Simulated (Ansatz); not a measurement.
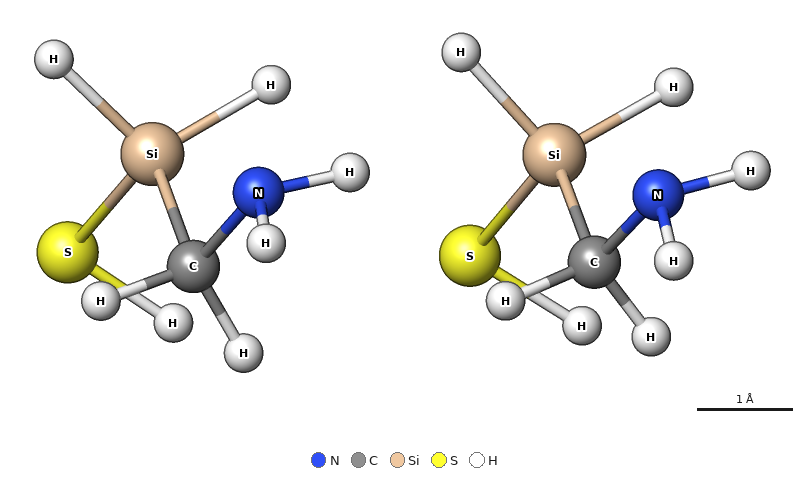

Two geometries of CH7NSSi (coarse preliminary run), drawn at one scale. One is the start of a relaxation, the other its converged end. The picture is a ball-and-stick view, seen from a free direction.

Computed with RKS PBE-D4/def2-SVP (Ansatz). Set-up: force threshold 0.03 eV/Å; at most 200 steps.

Which of the two is the end point?

The left one is the relaxed one. The start comes from a force field. After 6 geometry steps the energy has fallen by 8.33 kcal/mol. Largest force component: 2.8 eV/Å at the start, 0.028 eV/Å at the end. The atom that moves furthest after the best rigid fit is an H atom (0.20 Å). Largest moves by element: H 0.20 Å, S 0.09 Å, C 0.06 Å, N 0.05 Å, Si 0.03 Å. Near-neighbour distances that change, for instance: C–H 1.049 → 1.122 Å, H–S 1.425 → 1.363 Å, C–Si 1.845 → 1.904 Å, H–N 1.086 → 1.028 Å. Among the angles between lasting bonds that change: N–C–H 110.3° → 116.9°, H–N–H 101.1° → 106.1°, H–C–H 109.4° → 105.6°. Cost: 8 s on 4 threads of Arm Neoverse V1 (shared host).
